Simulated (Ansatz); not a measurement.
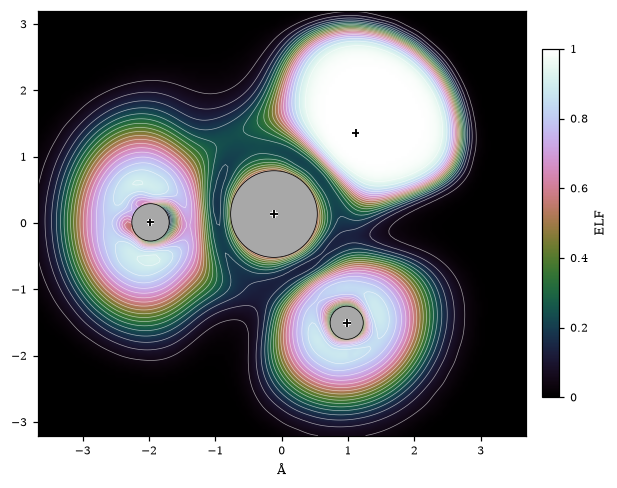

The ELF on a plane through atoms (crosses mark nuclei in the plane; grey discs cover the cores).

All numbers below come from isolated molecule in a Gaussian basis; Kohn-Sham density functional theory, functional PBE0 (Ansatz 0.2.0).

Candidates:
A. H₃OSi (charge +1)
B. FHOSn
C. CHNaO

Q: Which system is this?

A: Candidate B: FHOSn on the molecular plane, which holds F, O, Sn and H. Sn–O (1.87 Å): the ELF peaks at about 0.70 in the valence shell of O, 0.6 Å from its nucleus, and drops to about 0.20 between the two atoms. Sn–F (1.97 Å): the ELF peaks at about 0.80 in the valence shell of F, 0.5 Å from its nucleus, and drops to about 0.15 between the two atoms.
